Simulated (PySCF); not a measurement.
C₄H₁₁AlO₃, SMILES CC([O][Al]([OH])[OH])(C)C, GFN2-xTB optimised geometry. Atoms within 1.6 Å of the plane z = 0.0 Å (x, y, z in Å): Al1 (-1.44, -0.21, 0.00), O2 (-2.33, 1.19, 0.00), H3 (-3.25, 1.39, 0.00), O4 (-2.22, -1.68, 0.00), H5 (-1.94, -2.59, 0.00), O6 (0.22, -0.21, 0.00), C7 (1.41, 0.52, 0.00), C8 (2.31, -0.03, 1.11), C9 (2.09, 0.33, -1.36), C10 (1.12, 2.00, 0.23), H11 (3.25, 0.51, 1.14), H12 (2.50, -1.09, 0.95), H14 (2.28, -0.73, -1.54), H15 (3.03, 0.87, -1.40), H17 (0.62, 2.12, 1.20), H18 (0.44, 2.35, -0.54), H19 (2.03, 2.59, 0.22).

Calculation: PBE0/def2-SVP (PySCF). Cells within 0.4 Å of a nucleus heavier than hydrogen are left out (blank, or x).

Map of the HOMO−1 amplitude (bohr^(-3/2)), clipped to [-0.25, 0.25] on the plane z = 0.0 Å; orbital energy -7.80 eV, overall sign arbitrary:

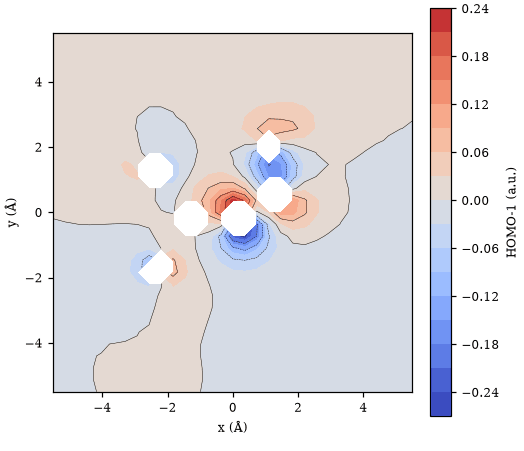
Figure. HOMO−1 amplitude (bohr^(-3/2)), clipped to [-0.25, 0.25] on the plane z = 0.0 Å.
